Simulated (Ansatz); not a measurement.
# ClGaH4OSi: rotation by 180° about the O1–Ga2 bond

Wanted: the energy profile along the rotation by 180° about the O1–Ga2 bond, from relaxed end points and a band of images. SMILES of the start: [OH][Ga]([SiH3])[Cl].

Method: RKS PBE-D4/def2-SVP, in Ansatz 0.2.0.

## Step 1: Starting point

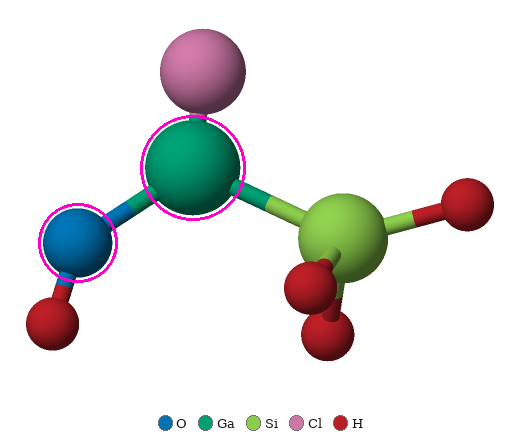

Start, viewed from a chosen angle; oxygen blue, gallium teal, silicon green, chlorine pink, hydrogen red. Ringed: O1, Ga2.

As a file:

```xyz
8

O    -0.2093    1.7162   -0.8174
Ga   -0.7952    0.2573   -0.6277
Si    0.2308   -0.9484    0.5067
Cl   -1.3577   -0.3434   -1.3441
H     0.3859    2.3525   -0.3878
H    -0.0366   -0.1053    1.6963
H     1.6404   -0.6316    0.0346
H     0.2339   -2.3544    0.8836
```

## Step 2: End point A

input.yaml reads:

```yaml
crystal:
  periodic: [false, false, false]
  atoms:
    - { symbol: O, position_ang: [-0.2093, 1.7162, -0.8174] }
    - { symbol: Ga, position_ang: [-0.7952, 0.2573, -0.6277] }
    - { symbol: Si, position_ang: [0.2308, -0.9484, 0.5067] }
    - { symbol: Cl, position_ang: [-1.3577, -0.3434, -1.3441] }
    - { symbol: H, position_ang: [0.3859, 2.3525, -0.3878] }
    - { symbol: H, position_ang: [-0.0366, -0.1053, 1.6963] }
    - { symbol: H, position_ang: [1.6404, -0.6316, 0.0346] }
    - { symbol: H, position_ang: [0.2339, -2.3544, 0.8836] }
basis:
  gaussian: { orbitals: def2-SVP }
hamiltonian:
  xc: pbe
  dispersion: d4
relax:
  f_tol: 0.015
  max_steps: 40
```

Launch:

```sh
ansatz run input.yaml --threads 2 --pin off --max-ram 3072MiB --backend cpu --events-out ev --progress --plain --runs-dir out
```

The program printed, shortened:

```text
Warning: RAYON_NUM_THREADS=2 ignored (pool sized by the plan → 2); use --threads N
[...]
Functional definition: PBE
[...]
1121 factors; their error is unknown
[...]
mean field -74789.31442959 eV, -2748.4566112695 hartree, gradient 3.0e-5 eV, S^2 0.000000; 0 other end points of the search recorded, 0 dependent functions left out
[...]
reference -74789.31446849 eV, -2748.4566126987 hartree; 37, 37 occupied and 65, 65 virtual orbitals, 1121 factors
relax step   1: F+E_penalty+E_count = -74789.54596921 eV  Δ(F+E_penalty+E_count) = +0.000e0 eV  max|allowed force component| = 1.820e2 eV/Å  Δτ_max = 0.0000 Å  (27 SCF iters, accepted)
[...]
relax step   6: F+E_penalty+E_count = -74858.28384192 eV  Δ(F+E_penalty+E_count) = -7.454e-1 eV  max|allowed force component| = 1.087e0 eV/Å  Δτ_max = 0.1946 Å  (29 SCF iters, accepted)
[...]
relax step  11: F+E_penalty+E_count = -74858.75072422 eV  Δ(F+E_penalty+E_count) = -3.990e-3 eV  max|allowed force component| = 5.080e-2 eV/Å  Δτ_max = 0.1059 Å  (28 SCF iters, accepted)
[...]
relax step  16: F+E_penalty+E_count = -74858.75393100 eV  Δ(F+E_penalty+E_count) = -2.722e-4 eV  max|allowed force component| = 3.394e-2 eV/Å  Δτ_max = 0.0630 Å  (28 SCF iters, accepted)
[...]
relax step  21: F+E_penalty+E_count = -74858.75586667 eV  Δ(F+E_penalty+E_count) = -6.774e-4 eV  max|allowed force component| = 3.593e-2 eV/Å  Δτ_max = 0.0482 Å  (27 SCF iters, accepted)
relax step  22: F+E_penalty+E_count = -74858.75639348 eV  Δ(F+E_penalty+E_count) = -5.268e-4 eV  max|allowed force component| = 3.988e-2 eV/Å  Δτ_max = 0.0488 Å  (27 SCF iters, accepted)
relax step  23: F+E_penalty+E_count = -74858.75689853 eV  Δ(F+E_penalty+E_count) = -5.050e-4 eV  max|allowed force component| = 7.697e-2 eV/Å  Δτ_max = 0.0731 Å  (28 SCF iters, accepted)
```

## Step 3: The log goes on: end point A relaxed

The log, continued, shortened:

```text
relax step  24: F+E_penalty+E_count = -74858.75735594 eV  Δ(F+E_penalty+E_count) = -4.574e-4 eV  max|allowed force component| = 6.154e-2 eV/Å  Δτ_max = 0.0139 Å  (28 SCF iters, accepted)
[...]
relax step  27: F+E_penalty+E_count = -74858.75844355 eV  Δ(F+E_penalty+E_count) = +6.093e-4 eV  max|allowed force component| = 1.174e-1 eV/Å  Δτ_max = 0.1364 Å  (28 SCF iters, rejected (line search))
[...]
relax step  30: F+E_penalty+E_count = -74858.76016797 eV  Δ(F+E_penalty+E_count) = -4.395e-4 eV  max|allowed force component| = 2.930e-2 eV/Å  Δτ_max = 0.0479 Å  (27 SCF iters, accepted)
[...]
relax step  33: F+E_penalty+E_count = -74858.76051510 eV  Δ(F+E_penalty+E_count) = -1.107e-4 eV  max|allowed force component| = 2.210e-2 eV/Å  Δτ_max = 0.0059 Å  (22 SCF iters, accepted)
[...]
reference -74858.57710185 eV, -2751.0019675270 hartree; 37, 37 occupied and 65, 65 virtual orbitals, 1121 factors
Total energy: -74858.76076723 eV, -2751.0087171053 hartree
Atom 0 at    -0.737113     2.176667    -0.877206 Å, force    -0.001335     0.006638    -0.000168 eV/Å
Atom 1 at    -0.503787     0.391341    -0.824708 Å, force     0.001274    -0.004532     0.001022 eV/Å
Atom 2 at     0.598114    -0.964168     0.825637 Å, force     0.000751    -0.002965     0.002005 eV/Å
Atom 3 at    -1.403199    -0.516058    -2.576263 Å, force    -0.000280     0.000292    -0.000468 eV/Å
Atom 4 at    -0.348007     2.630454    -0.106280 Å, force    -0.000290    -0.002683    -0.001200 eV/Å
Atom 5 at     1.126487    -0.115587     1.950743 Å, force    -0.000573    -0.004585    -0.002852 eV/Å
Atom 6 at     1.741147    -1.695424     0.176554 Å, force    -0.004514     0.002934     0.003944 eV/Å
Atom 7 at    -0.381442    -1.964326     1.375722 Å, force     0.004967     0.004901    -0.002284 eV/Å
Dipole moment:     0.341344     0.026257     0.601901 e Å
```

It took 37 s on 2 threads of Intel Xeon 6975P-C (Granite Rapids), shared host; peak memory 0.17 GiB.

The steps of the relaxation, one in 2:

| step | energy from step 1 (eV) | largest force component (eV/Å) |
| --- | --- | --- |
| 1 | 0.0000 | 181.9504 |
| 3 | -61.1273 | 21.3016 |
| 5 | -67.9925 | 2.7335 |
| 7 | -69.0437 | 0.9357 |
| 9 | -69.1913 | 0.2483 |
| 11 | -69.2048 | 0.0508 |
| 13 | -69.2073 | 0.0244 |
| 15 | -69.2077 | 0.0174 |
| 17 | -69.2082 | 0.0373 |
| 19 | -69.2092 | 0.0434 |
| 21 | -69.2099 | 0.0359 |
| 23 | -69.2109 | 0.0770 |
| 25 | -69.2121 | 0.0319 |
| 27x | -69.2125 | 0.1174 |
| 29x | -69.2137 | 0.0575 |
| 31 | -69.2143 | 0.0259 |
| 33 | -69.2145 | 0.0221 |
| 35 | -69.2147 | 0.0061 |
| 36 | -69.2148 | 0.0066 |

Step 1 is the start. 4 steps were tried and not accepted (marked x).

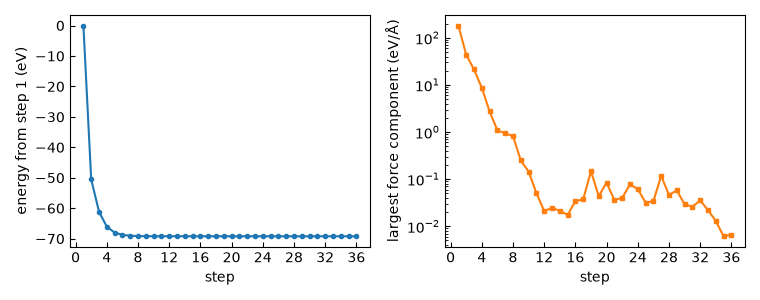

How energy and force went from step to step.

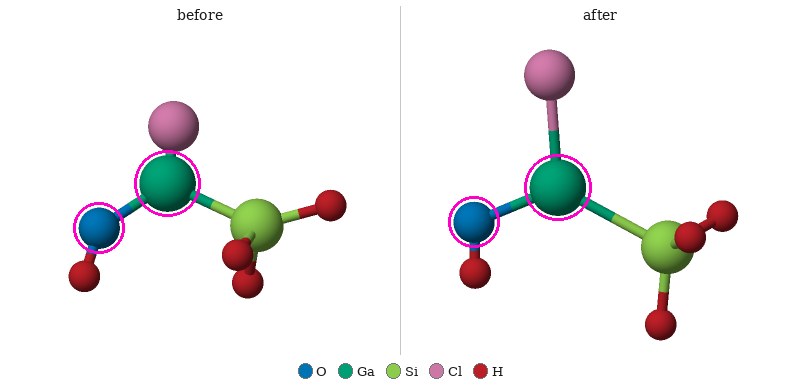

The structure before (left) and after (right), drawn at the same scale.

After: Bond lengths: O1–Ga2 1.801 Å, Ga2–Si3 2.403 Å, Ga2–Cl4 2.168 Å, O1–H5 0.976 Å, Si3–H6 1.505 Å, Si3–H7 1.504 Å, Si3–H8 1.504 Å. Angles: O1–Ga2–Si3 129.7°, O1–Ga2–Cl4 109.7°, Si3–Ga2–Cl4 120.6°, Ga2–O1–H5 112.7°, Ga2–Si3–H6 110.9°, Ga2–Si3–H7 109.0°, Ga2–Si3–H8 109.1°, H6–Si3–H7 109.3°, H6–Si3–H8 109.3°, H7–Si3–H8 109.2°.

Pairs that crossed the distance rule for bonds on the way: moved apart Si3–Cl4.

## Step 4: Relaxing end B

The second end starts from a geometry with the move made by hand.

input.yaml reads:

```yaml
crystal:
  periodic: [false, false, false]
  atoms:
    - { symbol: O, position_ang: [-0.2093, 1.7162, -0.8174] }
    - { symbol: Ga, position_ang: [-0.7952, 0.2573, -0.6277] }
    - { symbol: Si, position_ang: [-2.46282, -0.13463, -1.55436] }
    - { symbol: Cl, position_ang: [-0.73271, -0.38704, 0.25059] }
    - { symbol: H, position_ang: [0.3859, 2.3525, -0.3878] }
    - { symbol: H, position_ang: [-1.79931, 0.00857, -2.87221] }
    - { symbol: H, position_ang: [-3.22867, 1.15151, -1.29069] }
    - { symbol: H, position_ang: [-3.45699, -1.19642, -1.61038] }
basis:
  gaussian: { orbitals: def2-SVP }
hamiltonian:
  xc: pbe
  dispersion: d4
relax:
  f_tol: 0.015
  max_steps: 40
output:
  orbitals: {}
```

Launch:

```sh
ansatz run input.yaml --threads 2 --pin off --max-ram 3072MiB --backend cpu --events-out ev --progress --plain --runs-dir out
```

The program printed, shortened:

```text
Warning: RAYON_NUM_THREADS=2 ignored (pool sized by the plan → 2); use --threads N
[...]
[... 1 set-up line as earlier in the session ...]
[...]
1121 factors; their error is unknown
[...]
mean field -74789.03303410 eV, -2748.4462701759 hartree, gradient 5.5e-5 eV, S^2 0.000000; 0 other end points of the search recorded, 0 dependent functions left out
[...]
reference -74789.03307372 eV, -2748.4462716318 hartree; 37, 37 occupied and 65, 65 virtual orbitals, 1121 factors
relax step   1: F+E_penalty+E_count = -74789.26323014 eV  Δ(F+E_penalty+E_count) = +0.000e0 eV  max|allowed force component| = 2.223e2 eV/Å  Δτ_max = 0.0000 Å  (27 SCF iters, accepted)
[...]
relax step   4: F+E_penalty+E_count = -74855.51483755 eV  Δ(F+E_penalty+E_count) = -4.885e0 eV  max|allowed force component| = 1.039e1 eV/Å  Δτ_max = 0.1940 Å  (33 SCF iters, accepted)
[...]
reference -74858.65463621 eV, -2751.0048168622 hartree; 37, 37 occupied and 65, 65 virtual orbitals, 1121 factors
Total energy: -74858.83784817 eV, -2751.0115497777 hartree
Atom 0 at     0.121326     2.011187    -0.823750 Å, force     0.008168     0.003629     0.002405 eV/Å
Atom 1 at    -0.877333     0.544398    -0.524499 Å, force    -0.006308    -0.004869    -0.003367 eV/Å
Atom 2 at    -2.743237     0.010007    -1.927097 Å, force     0.000628     0.001682    -0.002849 eV/Å
Atom 3 at    -0.228863    -0.628521     1.197445 Å, force     0.003389    -0.001648     0.006574 eV/Å
Atom 4 at     0.839968     2.107693    -0.169929 Å, force    -0.003121     0.001142    -0.004305 eV/Å
Atom 5 at    -2.325390     0.074491    -3.369988 Å, force     0.001235     0.001562     0.001886 eV/Å
Atom 6 at    -3.835862     1.015545    -1.686761 Å, force    -0.002979    -0.000117     0.000388 eV/Å
Atom 7 at    -3.249709    -1.366809    -1.605371 Å, force    -0.001012    -0.001381    -0.000732 eV/Å
Dipole moment:    -0.103391     0.031755    -0.133836 e Å
```

Wall time 14 s (2 threads of Intel Xeon 6975P-C (Granite Rapids), shared host); peak memory 0.17 GiB.

Step by step:

```csv
step,energy from step 1 (eV),largest force component (eV/Å)
1,0.0000,222.3479
2,-50.6375,53.1363
3,-61.3668,25.5179
4,-66.2516,10.3910
5,-68.1896,3.4751
6,-68.9913,0.9467
7,-69.3647,0.7491
8,-69.5040,0.4343
9,-69.5406,0.9781
10x,-69.5364,0.5027
11,-69.5702,0.1004
12,-69.5743,0.0324
13,-69.5746,0.0082
```

Step 1 is the start. 1 step was tried and not accepted (marked x).

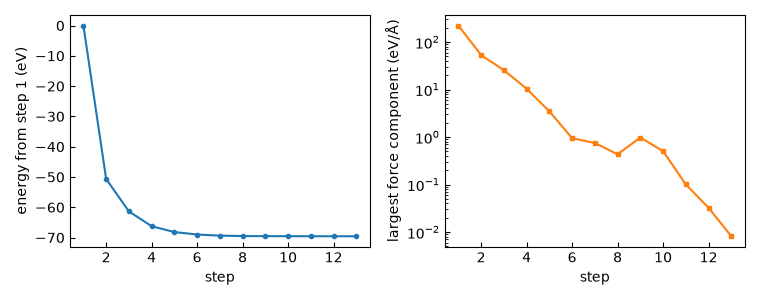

Energy and largest force along the relaxation.

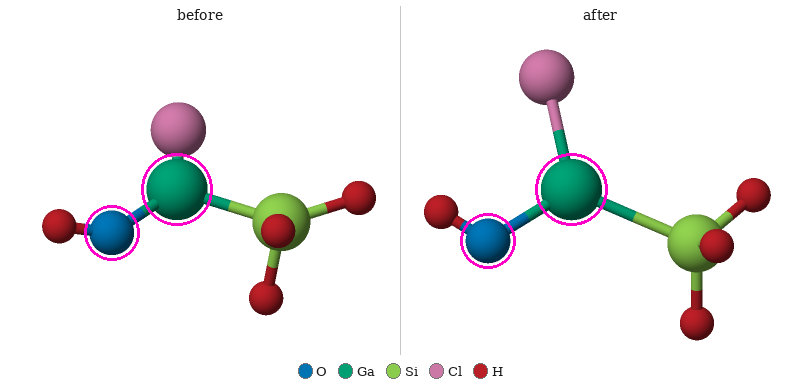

The structure before (left) and after (right), drawn at the same scale.

After: Bond lengths: O1–Ga2 1.800 Å, Ga2–Si3 2.395 Å, Ga2–Cl4 2.182 Å, O1–H5 0.976 Å, Si3–H6 1.504 Å, Si3–H7 1.504 Å, Si3–H8 1.502 Å. Angles: O1–Ga2–Si3 121.1°, O1–Ga2–Cl4 113.9°, Si3–Ga2–Cl4 125.0°, Ga2–O1–H5 112.2°, Ga2–Si3–H6 109.6°, Ga2–Si3–H7 108.9°, Ga2–Si3–H8 110.0°, H6–Si3–H7 109.1°, H6–Si3–H8 109.8°, H7–Si3–H8 109.5°.

Pairs that crossed the distance rule for bonds on the way: moved apart Si3–Cl4.

## Step 5: The band

crystal.atoms is end A as relaxed above, and neb.final_atoms is end B, turned to lie on A. With 5 inner images the band has 7 in all. The start path is listed, through a guess of the saddle.

input.yaml reads:

```yaml
crystal:
  periodic: [false, false, false]
  atoms:
    - { symbol: O, position_ang: [-0.737113, 2.176667, -0.877206] }
    - { symbol: Ga, position_ang: [-0.503787, 0.391341, -0.824708] }
    - { symbol: Si, position_ang: [0.598114, -0.964168, 0.825637] }
    - { symbol: Cl, position_ang: [-1.403199, -0.516058, -2.576263] }
    - { symbol: H, position_ang: [-0.348007, 2.630454, -0.10628] }
    - { symbol: H, position_ang: [1.126487, -0.115587, 1.950743] }
    - { symbol: H, position_ang: [1.741147, -1.695424, 0.176554] }
    - { symbol: H, position_ang: [-0.381442, -1.964326, 1.375722] }
basis:
  gaussian: { orbitals: def2-SVP }
hamiltonian:
  xc: pbe
  dispersion: d4
neb:
  order_check: false
  images: 5
  f_tol: 0.05
  max_iterations: 60
  final_atoms:
    - { symbol: O, position_ang: [-0.07673901, 2.18677676, -0.62871096] }
    - { symbol: Ga, position_ang: [-0.47591934, 0.43223028, -0.60499069] }
    - { symbol: Si, position_ang: [0.63143387, -1.06897164, 0.89654662] }
    - { symbol: Cl, position_ang: [-2.0058516, -0.14437226, -2.0500444] }
    - { symbol: H, position_ang: [-0.5974332, 2.67443292, -1.29527729] }
    - { symbol: H, position_ang: [0.59909133, -0.5049401, 2.2899278] }
    - { symbol: H, position_ang: [2.06330488, -1.22288532, 0.46208898] }
    - { symbol: H, position_ang: [-0.04568694, -2.40937164, 0.87465893] }
  initial_path:
    images:
      - { positions_ang: [[-0.737113, 2.176667, -0.877206], [-0.503787, 0.391341, -0.824708], [0.598114, -0.964168, 0.825637], [-1.403199, -0.516058, -2.576263], [-0.348007, 2.630454, -0.10628], [1.126487, -0.115587, 1.950743], [1.741147, -1.695424, 0.176554], [-0.381442, -1.964326, 1.375722]] }
      - { positions_ang: [[-0.58938959, 2.04183974, -0.78188029], [-0.60845343, 0.35408404, -0.72251816], [0.47921768, -0.96274405, 0.73283938], [-1.3824848, -0.44113836, -2.14642549], [-0.08443307, 2.51939594, -0.38592595], [0.72334859, -0.14951505, 1.89668892], [1.70854291, -1.31345509, 0.16009584], [-0.1541483, -2.10556819, 1.19132474]] }
      - { positions_ang: [[-0.44166617, 1.90701249, -0.68655458], [-0.71311986, 0.31682708, -0.62032831], [0.36032135, -0.96132009, 0.64004176], [-1.3617706, -0.36621871, -1.71658798], [0.17914086, 2.40833789, -0.66557189], [0.32021019, -0.1834431, 1.84263484], [1.67593882, -0.93148618, 0.14363768], [0.0731454, -2.24681037, 1.00692748]] }
      - { positions_ang: [[-0.29394276, 1.77218523, -0.59122887], [-0.81778629, 0.27957012, -0.51813847], [0.24142503, -0.95989614, 0.54724414], [-1.34105641, -0.29129907, -1.28675046], [0.4427148, 2.29727983, -0.94521784], [-0.08292822, -0.21737115, 1.78858076], [1.64333474, -0.54951727, 0.12717952], [0.3004391, -2.38805256, 0.82253022]] }
      - { positions_ang: [[-0.22154151, 1.91038241, -0.6037229], [-0.70383064, 0.33045684, -0.54708921], [0.37142798, -0.99625464, 0.6636783], [-1.5626548, -0.24232347, -1.54118177], [0.0959988, 2.42299753, -1.06190432], [0.14441163, -0.31322747, 1.95569644], [1.78332478, -0.77397329, 0.23881601], [0.18506375, -2.39515892, 0.83990646]] }
      - { positions_ang: [[-0.14914026, 2.04857958, -0.61621693], [-0.58987499, 0.38134356, -0.57603995], [0.50143092, -1.03261314, 0.78011246], [-1.7842532, -0.19334786, -1.79561309], [-0.2507172, 2.54871522, -1.1785908], [0.37175148, -0.40908378, 2.12281212], [1.92331483, -0.9984293, 0.35045249], [0.06968841, -2.40226528, 0.8572827]] }
      - { positions_ang: [[-0.07673901, 2.18677676, -0.62871096], [-0.47591934, 0.43223028, -0.60499069], [0.63143387, -1.06897164, 0.89654662], [-2.0058516, -0.14437226, -2.0500444], [-0.5974332, 2.67443292, -1.29527729], [0.59909133, -0.5049401, 2.2899278], [2.06330488, -1.22288532, 0.46208898], [-0.04568694, -2.40937164, 0.87465893]] }
```

Launch:

```sh
ansatz run input.yaml --threads 2 --pin off --max-ram 3072MiB --backend cpu --events-out ev --progress --plain --runs-dir out
```

The program printed, shortened:

```text
Warning: RAYON_NUM_THREADS=2 ignored (pool sized by the plan → 2); use --threads N
[...]
[... 1 set-up line as earlier in the session ...]
[...]
1121 factors; their error is unknown
[...]
mean field -74858.57710216 eV, -2751.0019675384 hartree, gradient 3.6e-5 eV, S^2 0.000000; 0 other end points of the search recorded, 0 dependent functions left out
[...]
reference -74858.57714079 eV, -2751.0019689580 hartree; 37, 37 occupied and 65, 65 virtual orbitals, 1121 factors
1121 factors; their error is unknown
[...]
mean field -74858.65459044 eV, -2751.0048151801 hartree, gradient 3.3e-5 eV, S^2 0.000000; 0 other end points of the search recorded, 0 dependent functions left out
[...]
reference -74858.65462953 eV, -2751.0048166166 hartree; 37, 37 occupied and 65, 65 virtual orbitals, 1121 factors
NEB end point (image 0): max|allowed force component| = 6.391e-3 eV/Å (the criterion of neb.relax_end_points is 1.000e-2)
[...]
NEB iter  16: max|band force component| = 3.551e-2 eV/Å  barrier→ = 0.1563 eV  barrier← = 0.2333 eV  CI = image 4  Δτ_max = 0.0000 Å  (272 SCF iters)
Total energy: -74858.60454830 eV, -2751.0029761654 hartree
Atom 0 at    -0.256281     2.215669    -0.870990 Å, force    -0.009053     0.035971     0.015512 eV/Å
Atom 1 at    -0.626627     0.480318    -0.555050 Å, force     0.003380    -0.018745    -0.001213 eV/Å
Atom 2 at     0.604243    -1.014499     0.870418 Å, force    -0.001460     0.007513    -0.002980 eV/Å
Atom 3 at    -2.520112    -0.167720    -1.419016 Å, force     0.002962     0.000547    -0.000530 eV/Å
Atom 4 at     0.339094     2.417139    -1.614190 Å, force     0.004831    -0.021515    -0.010219 eV/Å
Atom 5 at    -0.054577    -1.034194     2.223270 Å, force     0.000611    -0.001193     0.000414 eV/Å
Atom 6 at     2.027446    -0.553162     1.019988 Å, force    -0.000627    -0.001021     0.000695 eV/Å
Atom 7 at     0.579014    -2.400653     0.289768 Å, force    -0.000644    -0.001557    -0.001680 eV/Å
Dipole moment:     0.522646    -0.115532     0.010846 e Å
this run last wrote the band of iteration 16 to <dir>
```

It took 73 s on 2 threads of Intel Xeon 6975P-C (Granite Rapids), shared host; peak memory 0.17 GiB.

(Part 1 of 2 ends here.)
